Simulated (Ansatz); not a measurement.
**Single-point calculation, with input and output: Hf$_{12}$O$_{24}$F (part 1 of 3)**

System: Hf$_{12}$O$_{24}$F (slab, 37 atoms in the cell).
Method: DFT PBE+D3(BJ), scalar-relativistic, plane waves, PAW, spin-polarised (Ansatz 0.2.0).

The structure derives from an entry of the Crystallography Open Database. It belongs to a series of runs on one base structure; here: the whole at its places in the relaxed adsorbed structure. Figures and captions count atoms from 1; the log counts them from 0 in places.

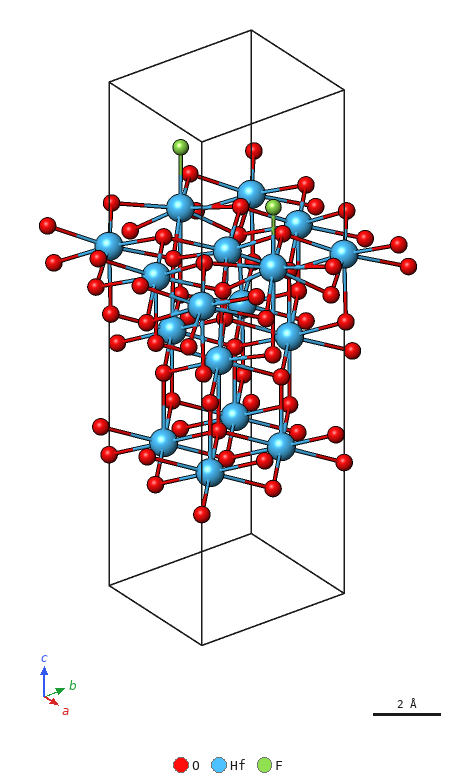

*The structure as given in the input (ball-and-stick view of the cell of the calculation, with the vacuum cut short, seen slightly off an axis; bonded neighbours outside the cell are drawn too).*

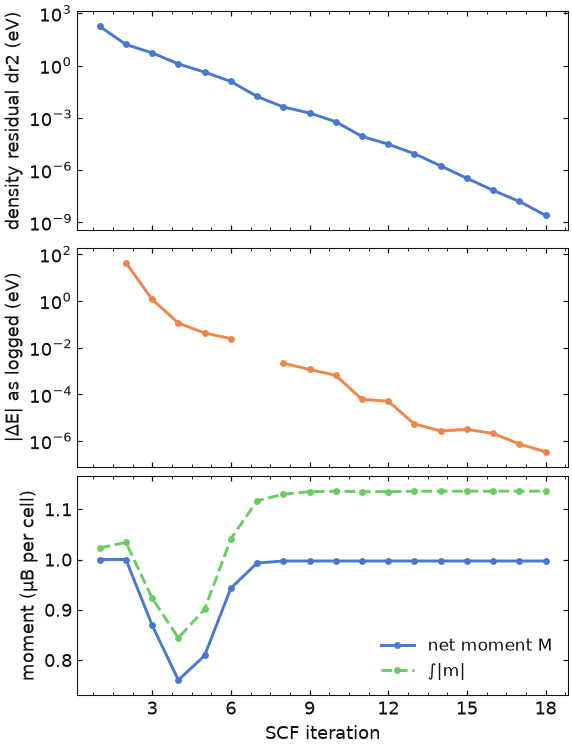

*Convergence of the self-consistent field: density residual dr2, size of the energy change and magnetic moment against the SCF iteration.*

The residual falls at every step. The net moment starts and ends at 1.0 μB per cell.

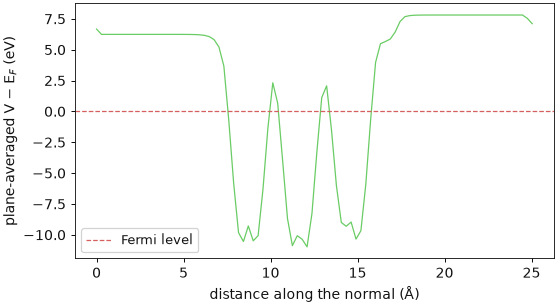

*Plane average of the electrostatic potential energy of an electron across the cell, from the Fermi level.*

The vacuum level lies 7.82 eV above the Fermi level on the upper side and 6.25 eV on the lower.

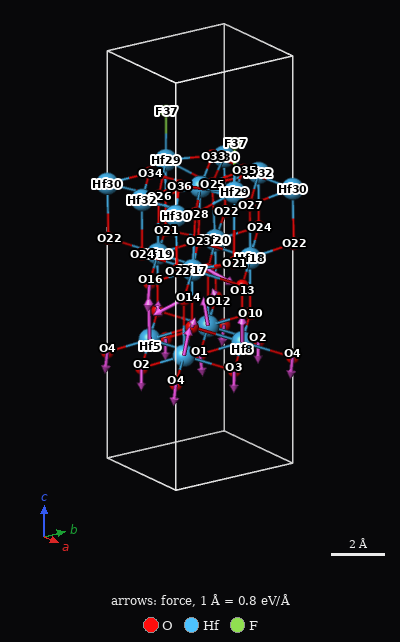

*Forces on the atoms as pink arrows (ball-and-stick view of the cell of the calculation, with the vacuum cut short, seen slightly off an axis; atoms are numbered from 1 in the order of the input); the smallest are left out.*

The largest act on Hf5 (1.38 eV/Å); O14 (1.12 eV/Å); O13, O15 (1.07 eV/Å); O16 (0.93 eV/Å), among others. The geometry is not a stationary point of this energy.

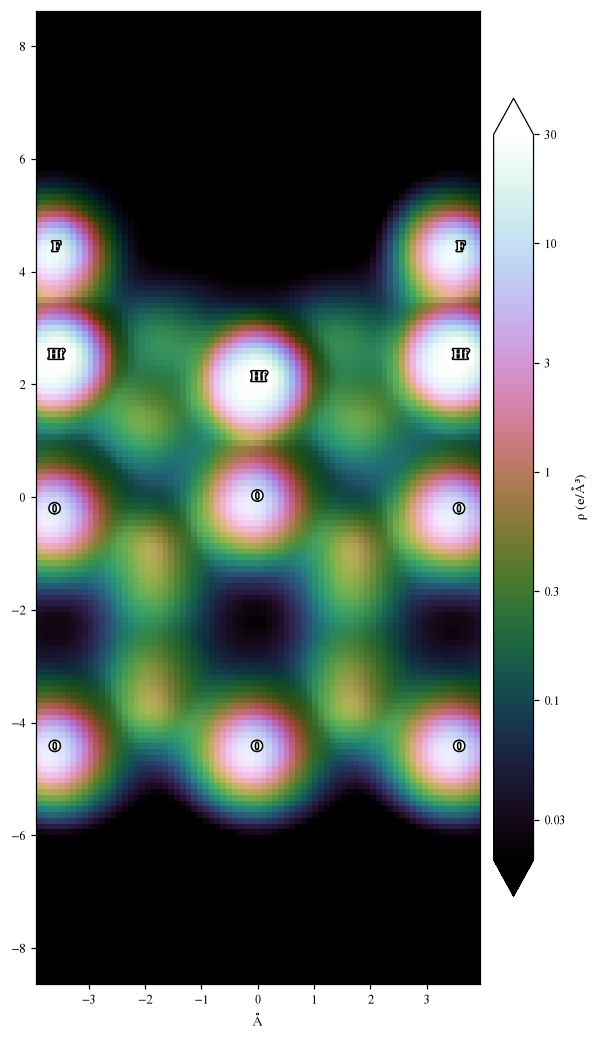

*Valence electron density on the (11̄0) plane of the calculation cell, a cut from vacuum to vacuum.*

The section cuts through O, Hf and F sites. Hf–F (1.91 Å): the density is about 1.2 e/Å³ at the midpoint, with its minimum of 1.1 e/Å³ about 1.1 Å from Hf. Hf–O (2.12 Å): ρ at the midpoint is about 0.7 e/Å³. The density dies away to nearly zero in the vacuum. In a PAW calculation such maps are meaningful between the atoms, not at the nuclei.

These pictures come from the run below.

**Input**
```yaml
crystal:
  lattice:
    - [7.1741418864, 0.0, 0.0]
    - [-3.5870709432, 6.212989124, 0.0]
    - [0.0, 0.0, 25.3220779017]
  atoms:
    - { symbol: O, position: [0.5, 0.5, 0.3159298392] }
    - { symbol: O, position: [0.5, 0.0, 0.3159298392] }
    - { symbol: O, position: [0.0, 0.5, 0.3159298392] }
    - { symbol: O, position: [0.0, 0.0, 0.3159298392] }
    - { symbol: Hf, position: [0.3333333334, 0.1666666667, 0.3448456254] }
    - { symbol: Hf, position: [0.3333333334, 0.6666666667, 0.3448456254] }
    - { symbol: Hf, position: [0.8333333334, 0.1666666667, 0.3448456254] }
    - { symbol: Hf, position: [0.8333333333, 0.6666666667, 0.3448456254] }
    - { symbol: O, position: [0.6666666666, 0.3333333333, 0.3737614116] }
    - { symbol: O, position: [0.6666666667, 0.8333333333, 0.3737614116] }
    - { symbol: O, position: [0.1666666667, 0.3333333333, 0.3737614116] }
    - { symbol: O, position: [0.1666666667, 0.8333333333, 0.3737614116] }
    - { symbol: O, position: [0.8333333333, 0.6666666667, 0.4315929839] }
    - { symbol: O, position: [0.8333333334, 0.1666666667, 0.4315929839] }
    - { symbol: O, position: [0.3333333334, 0.6666666667, 0.4315929839] }
    - { symbol: O, position: [0.3333333334, 0.1666666667, 0.4315929839] }
    - { symbol: Hf, position: [0.671195136, 0.3357966609, 0.4613423804] }
    - { symbol: Hf, position: [0.6665963047, 0.8331926095, 0.458714251] }
    - { symbol: Hf, position: [0.1646015249, 0.3357966609, 0.4613423804] }
    - { symbol: Hf, position: [0.1644738175, 0.828947635, 0.4617223078] }
    - { symbol: O, position: [-0.0003284765, 0.4993430469, 0.4823919372] }
    - { symbol: O, position: [0.0097830885, 0.0058728129, 0.4913022533] }
    - { symbol: O, position: [0.4947453259, 0.4894906518, 0.4906233347] }
    - { symbol: O, position: [0.4960897244, 0.0058728129, 0.4913022533] }
    - { symbol: O, position: [0.1537354957, 0.8074709914, 0.5484786678] }
    - { symbol: O, position: [0.1573726499, 0.3490377965, 0.5489531123] }
    - { symbol: O, position: [0.6653132858, 0.8306265715, 0.5406641509] }
    - { symbol: O, position: [0.6916651466, 0.3490377965, 0.5489531123] }
    - { symbol: Hf, position: [0.0007903699, 0.5015807399, 0.5904286766] }
    - { symbol: Hf, position: [-0.0024950153, 0.0012398941, 0.5749328844] }
    - { symbol: Hf, position: [0.5016686004, 0.5033372008, 0.5741422226] }
    - { symbol: Hf, position: [0.5037349094, 0.0012398941, 0.5749328844] }
    - { symbol: O, position: [0.3662622089, 0.6854942022, 0.6075140603], spin: 0.18 }
    - { symbol: O, position: [0.3331164142, 0.1662328284, 0.6009265443] }
    - { symbol: O, position: [0.8192319933, 0.6854942022, 0.6075140603], spin: 0.18 }
    - { symbol: O, position: [0.8180487844, 0.1360975689, 0.6066927278] }
    - { symbol: F, position: [0.0012003956, 0.5024007912, 0.6659442129] }
basis:
  ecutwfc: 420
kpoints:
  mp_grid: { grid: [3, 3, 1] }
hamiltonian:
  xc: pbe
  dispersion: d3bj
scf:
  occupations: { method: gaussian, width: 0.05 }
output:
  forces: true
  eigenvalues: true
  populations: true
  write_density: true
  volumetric_format: npy
magnetization:
  spin_polarized: true
efield:
  axis: 3
  dipole_correction: true
  ramp_width: 0.04
```

Launched with:
```bash
ansatz run input.yaml --threads 8 --pin off --max-ram 20480MiB --backend cpu --events-out ev --progress --plain --runs-dir out
```

**The program's output**
```
Engine: ansatz 0.2.0, x86_64-unknown-linux-gnu
Pseudopotentials: kind: paw
Pseudopotential: O, paw, valence charge 6, recommended cutoff 420 eV (normal), O.paw.azcp
Pseudopotential: Hf, paw, valence charge 26, recommended cutoff 420 eV (normal), Hf.paw.azcp
Pseudopotential: F, paw, valence charge 7, recommended cutoff 420 eV (normal), F.paw.azcp
Functional definition: PBE
  parameter kappa = 0.804
  parameter beta = 0.06672455060314922
  exchange = pbe_x(kappa = kappa, mu = beta*pi^2/3)
  correlation = pbe_c(beta = beta)
Crystal: 37 atoms, lattice volume = 1128.678 Å³
Basis set: ecut = 420 eV, 21919 PW (Γ), exchange–correlation on 96×96×360 points (8 copies of the dense FFT grid, shifted against one another)
Bands: 279, of which v1, the nominal top of the filled ones, is band 232 counted from 1 (231 counted from 0)
Symmetry: 2 space group operations
k-points: 4 of 9 (time reversal used)
Non-local potential: O, projectors of the file, l = 0: 2, l = 1: 2, l = 2: 1
Non-local potential: Hf, projectors of the file, l = 0: 3, l = 1: 2, l = 2: 2, l = 3: 3
Non-local potential: F, projectors of the file, l = 0: 2, l = 1: 2, l = 2: 1
PAW form: soft (Blöchl's): semilocal exchange-correlation on the pseudo side does not see the compensation charge
PAW one-centre angular grid: O, 110 points (default); XC on 64 Gauss nodes
PAW one-centre angular grid: Hf, 590 points (default); XC on 64 Gauss nodes
PAW one-centre angular grid: F, 110 points (default); XC on 64 Gauss nodes
Initial density: superposition of atomic densities (neutral atoms: chi_scale 0, normalization atom)
Starting moments: Σ|m| = 0.36 μB on 2 of 37 sites
Initial wavefunctions: pseudopotential atomic-orbital guess
Functional: x = pbe(κ = 0.804, μ = 0.2195149727645171), c = pbe(β = 0.06672455060314922)
```
